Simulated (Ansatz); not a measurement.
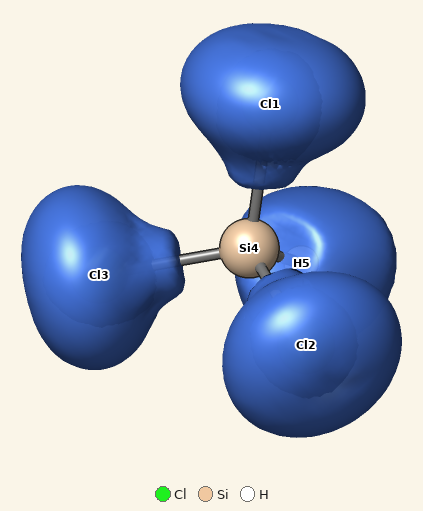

Figure 1: Cl3HSi (SMILES Cl[SiH](Cl)Cl). Isosurface of the electron localisation function at 0.8 (blue), seen at a tilt. Only the valence region is drawn (cores and ρ < 0.01 e/Å³ removed).

Geometry: r2SCAN-D4/def2-SVP.

Theory: isolated molecule in a Gaussian basis; Kohn-Sham density functional theory, functional PBE0 in Ansatz 0.2.0.

Input

```
basis:
  gaussian: {orbitals: def2-TZVPD}
crystal:
  periodic: [false, false, false]
  atoms:
    - {symbol: Cl, position_ang: [-0.483946, 1.765970, -3.789415]}
    - {symbol: Cl, position_ang: [-2.161456, -0.594388, -2.119908]}
    - {symbol: Cl, position_ang: [1.023638, -1.109172, -2.993455]}
    - {symbol: Si, position_ang: [-0.332385, 0.295317, -2.370249]}
    - {symbol: H, position_ang: [0.112823, 0.882451, -1.092721]}
magnetization: {spin_polarized: false, initial_magnetization: 0}
hamiltonian: {xc: pbe0}
output: {forces: true, orbitals: {seedname: orbitals}}
```

Command:

```sh
ansatz run input.yaml --threads 1 --pin off --max-ram 2610MiB --events-out events.jsonl --progress --plain --runs-dir runs
```

Q: Where are the electrons localised?

A: The ELF exceeds this value in one region around a hydrogen nucleus and three regions on Cl in which the atom's valence shell and bonds are merged.

Values along the shortest contacts:
Si–Cl (2.05 Å): the ELF peaks at about 0.85 between the atoms, as expected for a polar covalent bond. Si–H (1.47 Å): the ELF climbs to about 1 towards the hydrogen, as it does in any bond to H.
